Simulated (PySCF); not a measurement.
**CH$_{4}$AlO$_{2}$: energy and gradient calculation (part 2 of 2)**

The same run, continued: CH$_{4}$AlO$_{2}$, multiplicity 2, SMILES C[O][Al][OH]; HF/6-311+G**, UHF (PySCF 2.14.0). The geometry comes from this level: PBE0-D4/def2-TZVP.

Geometry of the input (Å):
```
C  0.2927  1.3659  -0.6699
O  -0.0358  0.2825  0.1443
Al -0.0626  -1.3996  0.0930
O  -0.6019  -2.1919  1.4979
H  0.6612  1.0583  -1.6559
H  -0.5854  2.0024  -0.8208
H  1.0700  1.9715  -0.1925
H  -0.6463  -3.1460  1.5482
```

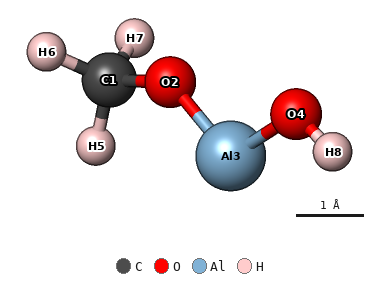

**Figure 1.** The input geometry (ball-and-stick view, seen at a tilt; atoms are numbered from 1 in the order of the input). Sticks mark near contacts.

Output, continued
```
MO #94  energy= 3.24231369312401   | 3.24857814938577   occ= 0 | 0
MO #95  energy= 3.29536498274246   | 3.30078536946214   occ= 0 | 0
MO #96  energy= 3.30358793206068   | 3.31010650186416   occ= 0 | 0
MO #97  energy= 3.43147484828792   | 3.43455699170314   occ= 0 | 0
MO #98  energy= 3.45514666960656   | 3.46071440123502   occ= 0 | 0
MO #99  energy= 3.5232123979347    | 3.5244208484836    occ= 0 | 0
MO #100 energy= 3.56029168194764   | 3.56128441924094   occ= 0 | 0
MO #101 energy= 3.65568617375606   | 3.6631522567205    occ= 0 | 0
MO #102 energy= 3.81150866676074   | 3.81829516338014   occ= 0 | 0
MO #103 energy= 4.19500063006495   | 4.19528367418285   occ= 0 | 0
MO #104 energy= 4.20665871604863   | 4.20693014496701   occ= 0 | 0
MO #105 energy= 4.27758482219266   | 4.2802959449323    occ= 0 | 0
MO #106 energy= 4.51228519083637   | 4.51429572594524   occ= 0 | 0
MO #107 energy= 4.87492828642689   | 4.88814142682007   occ= 0 | 0
MO #108 energy= 5.54921604403252   | 5.55023298662497   occ= 0 | 0
MO #109 energy= 5.57884152940825   | 5.58922905257398   occ= 0 | 0
MO #110 energy= 5.60660136841346   | 5.6071322671123    occ= 0 | 0
MO #111 energy= 5.62535342970595   | 5.63342108155299   occ= 0 | 0
MO #112 energy= 6.0978866943307    | 6.09995547181885   occ= 0 | 0
MO #113 energy= 6.14874249474261   | 6.15095133300314   occ= 0 | 0
MO #114 energy= 8.73042670930543   | 8.73347368087031   occ= 0 | 0
MO #115 energy= 8.86419774587423   | 8.87477068116983   occ= 0 | 0
MO #116 energy= 9.15803748398776   | 9.15982601856576   occ= 0 | 0
MO #117 energy= 25.074472621681    | 25.0744254480857   occ= 0 | 0
MO #118 energy= 51.6206357917098   | 51.6229998292795   occ= 0 | 0
MO #119 energy= 51.634929218653    | 51.6370923038571   occ= 0 | 0
MO #120 energy= 123.012698999378   | 123.018048018695   occ= 0 | 0

To work with the spin densities directly, `use mulliken_meta_spin()` only printing them here.

 ** Mulliken spin pop alpha/beta on meta-lowdin orthogonal AOs **
 ** Mulliken Spin Density (per AO)  **
spin_pop of  0 C 1s        0.00000
spin_pop of  0 C 2s       -0.00043
spin_pop of  0 C 3s        0.00002
spin_pop of  0 C 4s        0.00066
spin_pop of  0 C 5s        0.00030
spin_pop of  0 C 2px       0.00020
spin_pop of  0 C 2py       0.00022
spin_pop of  0 C 2pz       0.00084
spin_pop of  0 C 3px       0.00002
spin_pop of  0 C 3py       0.00003
spin_pop of  0 C 3pz       0.00010
spin_pop of  0 C 4px       0.00001
spin_pop of  0 C 4py       0.00005
spin_pop of  0 C 4pz       0.00006
spin_pop of  0 C 5px       0.00005
spin_pop of  0 C 5py       0.00086
spin_pop of  0 C 5pz       0.00024
spin_pop of  0 C 3dxy     -0.00001
spin_pop of  0 C 3dyz     -0.00002
spin_pop of  0 C 3dz^2    -0.00001
spin_pop of  0 C 3dxz     -0.00001
spin_pop of  0 C 3dx2-y2   -0.00001
spin_pop of  1 O 1s       -0.00000
spin_pop of  1 O 2s        0.00681
spin_pop of  1 O 3s        0.00004
spin_pop of  1 O 4s        0.00072
spin_pop of  1 O 5s        0.00047
spin_pop of  1 O 2px      -0.00452
spin_pop of  1 O 2py       0.02340
spin_pop of  1 O 2pz       0.01407
spin_pop of  1 O 3px       0.00033
spin_pop of  1 O 3py      -0.00002
spin_pop of  1 O 3pz       0.00378
spin_pop of  1 O 4px      -0.00003
spin_pop of  1 O 4py       0.00080
spin_pop of  1 O 4pz      -0.00007
spin_pop of  1 O 5px      -0.00002
spin_pop of  1 O 5py       0.00020
spin_pop of  1 O 5pz      -0.00001
spin_pop of  1 O 3dxy      0.00001
spin_pop of  1 O 3dyz     -0.00001
spin_pop of  1 O 3dz^2     0.00003
spin_pop of  1 O 3dxz      0.00002
spin_pop of  1 O 3dx2-y2    0.00006
spin_pop of  2 Al 1s        0.00001
spin_pop of  2 Al 2s        0.00044
spin_pop of  2 Al 3s        0.51491
spin_pop of  2 Al 4s        0.00819
spin_pop of  2 Al 5s        0.00011
spin_pop of  2 Al 6s        0.00007
spin_pop of  2 Al 7s        0.00000
spin_pop of  2 Al 2px      -0.00000
spin_pop of  2 Al 2py       0.00000
spin_pop of  2 Al 2pz       0.00000
spin_pop of  2 Al 3px       0.04066
spin_pop of  2 Al 3py       0.08935
spin_pop of  2 Al 3pz       0.23172
spin_pop of  2 Al 4px       0.00006
spin_pop of  2 Al 4py      -0.00020
spin_pop of  2 Al 4pz      -0.00012
spin_pop of  2 Al 5px       0.00004
spin_pop of  2 Al 5py       0.00001
spin_pop of  2 Al 5pz       0.00007
spin_pop of  2 Al 6px       0.00001
spin_pop of  2 Al 6py       0.00004
spin_pop of  2 Al 6pz       0.00008
spin_pop of  2 Al 7px       0.00002
spin_pop of  2 Al 7py       0.00000
spin_pop of  2 Al 7pz       0.00016
spin_pop of  2 Al 3dxy      0.00090
spin_pop of  2 Al 3dyz      0.00493
spin_pop of  2 Al 3dz^2     0.00063
spin_pop of  2 Al 3dxz     -0.00017
spin_pop of  2 Al 3dx2-y2    0.00082
spin_pop of  3 O 1s       -0.00000
spin_pop of  3 O 2s        0.00583
spin_pop of  3 O 3s        0.00003
spin_pop of  3 O 4s        0.00110
spin_pop of  3 O 5s        0.00069
spin_pop of  3 O 2px       0.00031
spin_pop of  3 O 2py       0.00379
spin_pop of  3 O 2pz       0.04266
spin_pop of  3 O 3px       0.00003
spin_pop of  3 O 3py       0.00231
spin_pop of  3 O 3pz       0.00186
spin_pop of  3 O 4px       0.00000
spin_pop of  3 O 4py       0.00019
spin_pop of  3 O 4pz       0.00013
spin_pop of  3 O 5px      -0.00000
spin_pop of  3 O 5py      -0.00001
spin_pop of  3 O 5pz       0.00013
spin_pop of  3 O 3dxy      0.00000
spin_pop of  3 O 3dyz      0.00002
spin_pop of  3 O 3dz^2     0.00005
spin_pop of  3 O 3dxz      0.00006
spin_pop of  3 O 3dx2-y2    0.00002
spin_pop of  4 H 1s        0.00158
spin_pop of  4 H 2s       -0.00002
spin_pop of  4 H 3s       -0.00000
spin_pop of  4 H 2px      -0.00000
spin_pop of  4 H 2py      -0.00001
spin_pop of  4 H 2pz       0.00000
spin_pop of  5 H 1s       -0.00043
spin_pop of  5 H 2s        0.00001
spin_pop of  5 H 3s        0.00000
spin_pop of  5 H 2px       0.00000
spin_pop of  5 H 2py       0.00000
spin_pop of  5 H 2pz      -0.00000
spin_pop of  6 H 1s       -0.00043
spin_pop of  6 H 2s        0.00001
spin_pop of  6 H 3s        0.00000
spin_pop of  6 H 2px      -0.00000
spin_pop of  6 H 2py       0.00000
spin_pop of  6 H 2pz       0.00000
spin_pop of  7 H 1s       -0.00185
spin_pop of  7 H 2s        0.00001
spin_pop of  7 H 3s        0.00004
spin_pop of  7 H 2px      -0.00003
spin_pop of  7 H 2py      -0.00001
spin_pop of  7 H 2pz      -0.00004
 ** Mulliken Spin Density (per atom)  **
spin density of  0 C =      0.00316
spin density of  1 O =      0.04606
spin density of  2 Al =      0.89275
spin density of  3 O =      0.05921
spin density of  4 H =      0.00154
spin density of  5 H =     -0.00042
spin density of  6 H =     -0.00042
spin density of  7 H =     -0.00188
 ** Mulliken pop alpha/beta on meta-lowdin orthogonal AOs **
 ** Mulliken pop       alpha | beta **
pop of  0 C 1s        0.99999 | 0.99999
pop of  0 C 2s        0.49542 | 0.49585
pop of  0 C 3s        0.00152 | 0.00149
pop of  0 C 4s        0.00125 | 0.00059
pop of  0 C 5s        0.00054 | 0.00024
pop of  0 C 2px       0.54736 | 0.54716
pop of  0 C 2py       0.45211 | 0.45189
pop of  0 C 2pz       0.49429 | 0.49346
pop of  0 C 3px       0.00169 | 0.00167
pop of  0 C 3py       0.00208 | 0.00205
pop of  0 C 3pz       0.00276 | 0.00266
pop of  0 C 4px       0.00016 | 0.00015
pop of  0 C 4py       0.00023 | 0.00018
pop of  0 C 4pz       0.00021 | 0.00015
pop of  0 C 5px       0.00012 | 0.00007
pop of  0 C 5py       0.00120 | 0.00033
pop of  0 C 5pz       0.00038 | 0.00014
pop of  0 C 3dxy      0.00211 | 0.00211
pop of  0 C 3dyz      0.00207 | 0.00209
pop of  0 C 3dz^2     0.00150 | 0.00152
pop of  0 C 3dxz      0.00111 | 0.00112
pop of  0 C 3dx2-y2    0.00111 | 0.00113
pop of  1 O 1s        1.00000 | 1.00000
pop of  1 O 2s        0.80015 | 0.79334
pop of  1 O 3s        0.00113 | 0.00109
pop of  1 O 4s        0.00157 | 0.00085
pop of  1 O 5s        0.00087 | 0.00040
pop of  1 O 2px       0.91220 | 0.91672
pop of  1 O 2py       0.77090 | 0.74750
pop of  1 O 2pz       0.87562 | 0.86154
pop of  1 O 3px       0.00558 | 0.00525
pop of  1 O 3py       0.00170 | 0.00172
pop of  1 O 3pz       0.00733 | 0.00355
pop of  1 O 4px       0.00203 | 0.00206
pop of  1 O 4py       0.00230 | 0.00150
pop of  1 O 4pz       0.00171 | 0.00178
pop of  1 O 5px       0.00060 | 0.00062
pop of  1 O 5py       0.00038 | 0.00018
pop of  1 O 5pz       0.00048 | 0.00050
pop of  1 O 3dxy      0.00019 | 0.00018
pop of  1 O 3dyz      0.00065 | 0.00066
pop of  1 O 3dz^2     0.00027 | 0.00025
pop of  1 O 3dxz      0.00022 | 0.00020
pop of  1 O 3dx2-y2    0.00036 | 0.00030
pop of  2 Al 1s        0.99998 | 0.99997
pop of  2 Al 2s        0.99983 | 0.99940
pop of  2 Al 3s        0.70047 | 0.18556
pop of  2 Al 4s        0.01001 | 0.00181
pop of  2 Al 5s        0.00016 | 0.00005
pop of  2 Al 6s        0.00032 | 0.00025
pop of  2 Al 7s        0.00017 | 0.00017
pop of  2 Al 2px       0.99999 | 1.00000
pop of  2 Al 2py       0.99999 | 0.99999
pop of  2 Al 2pz       0.99999 | 0.99999
pop of  2 Al 3px       0.13431 | 0.09365
pop of  2 Al 3py       0.23764 | 0.14829
pop of  2 Al 3pz       0.33396 | 0.10225
pop of  2 Al 4px       0.00124 | 0.00118
pop of  2 Al 4py       0.00262 | 0.00282
pop of  2 Al 4pz       0.00170 | 0.00182
pop of  2 Al 5px       0.00022 | 0.00018
pop of  2 Al 5py       0.00019 | 0.00018
pop of  2 Al 5pz       0.00018 | 0.00011
pop of  2 Al 6px       0.00009 | 0.00008
pop of  2 Al 6py       0.00061 | 0.00058
pop of  2 Al 6pz       0.00056 | 0.00048
pop of  2 Al 7px       0.00004 | 0.00001
pop of  2 Al 7py       0.00012 | 0.00011
pop of  2 Al 7pz       0.00019 | 0.00002
pop of  2 Al 3dxy      0.00645 | 0.00556
pop of  2 Al 3dyz      0.01031 | 0.00539
pop of  2 Al 3dz^2     0.00393 | 0.00330
pop of  2 Al 3dxz      0.00209 | 0.00226
pop of  2 Al 3dx2-y2    0.00364 | 0.00281
pop of  3 O 1s        1.00000 | 1.00000
pop of  3 O 2s        0.82040 | 0.81457
pop of  3 O 3s        0.00122 | 0.00119
pop of  3 O 4s        0.00220 | 0.00109
pop of  3 O 5s        0.00117 | 0.00047
pop of  3 O 2px       0.93479 | 0.93448
pop of  3 O 2py       0.73647 | 0.73267
pop of  3 O 2pz       0.93528 | 0.89263
pop of  3 O 3px       0.00392 | 0.00389
pop of  3 O 3py       0.00389 | 0.00158
pop of  3 O 3pz       0.00472 | 0.00286
pop of  3 O 4px       0.00138 | 0.00138
pop of  3 O 4py       0.00139 | 0.00120
pop of  3 O 4pz       0.00179 | 0.00166
pop of  3 O 5px       0.00051 | 0.00051
pop of  3 O 5py       0.00012 | 0.00013
pop of  3 O 5pz       0.00050 | 0.00038
pop of  3 O 3dxy      0.00010 | 0.00009
pop of  3 O 3dyz      0.00033 | 0.00031
pop of  3 O 3dz^2     0.00084 | 0.00080
pop of  3 O 3dxz      0.00042 | 0.00036
pop of  3 O 3dx2-y2    0.00105 | 0.00103
pop of  4 H 1s        0.46148 | 0.45990
pop of  4 H 2s        0.00280 | 0.00281
pop of  4 H 3s        0.00097 | 0.00097
pop of  4 H 2px       0.00014 | 0.00015
pop of  4 H 2py       0.00009 | 0.00011
pop of  4 H 2pz       0.00063 | 0.00062
pop of  5 H 1s        0.44941 | 0.44985
pop of  5 H 2s        0.00323 | 0.00322
pop of  5 H 3s        0.00104 | 0.00104
pop of  5 H 2px       0.00050 | 0.00050
pop of  5 H 2py       0.00026 | 0.00026
pop of  5 H 2pz       0.00007 | 0.00007
pop of  6 H 1s        0.44925 | 0.44967
pop of  6 H 2s        0.00324 | 0.00323
pop of  6 H 3s        0.00104 | 0.00104
pop of  6 H 2px       0.00035 | 0.00035
pop of  6 H 2py       0.00024 | 0.00024
pop of  6 H 2pz       0.00024 | 0.00024
pop of  7 H 1s        0.31678 | 0.31863
pop of  7 H 2s        0.00350 | 0.00349
pop of  7 H 3s        0.00295 | 0.00291
pop of  7 H 2px       0.00105 | 0.00107
pop of  7 H 2py       0.00081 | 0.00082
pop of  7 H 2pz       0.00097 | 0.00101
In total            20.00000 | 19.00000
 ** Mulliken atomic charges   ( Nelec_alpha | Nelec_beta ) **
charge of  0C =     -0.01526  (     3.00921      3.00605 )
charge of  1O =     -0.72643  (     4.38624      4.34019 )
charge of  2Al =      0.99073  (     6.45101      5.55826 )
charge of  3O =     -0.84576  (     4.45248      4.39328 )
charge of  4H =      0.06933  (     0.46611      0.46456 )
charge of  5H =      0.09053  (     0.45453      0.45495 )
charge of  6H =      0.09086  (     0.45436      0.45478 )
charge of  7H =      0.34600  (     0.32606      0.32794 )
Dipole moment(X, Y, Z, Debye):  0.78004, -1.07986, -2.20033
```

Key numbers

- outcome: converged
- total energy: −431.965872 hartree
- basis functions: 120
- largest force: 1.226 eV/Å
- ⟨S²⟩: 0.753
- dipole moment: 2.57 D
- wall time: 12 s
- peak memory: 0.32 GiB

The record of the run, not the program, notes: logged alpha LUMO and gap are faulty.
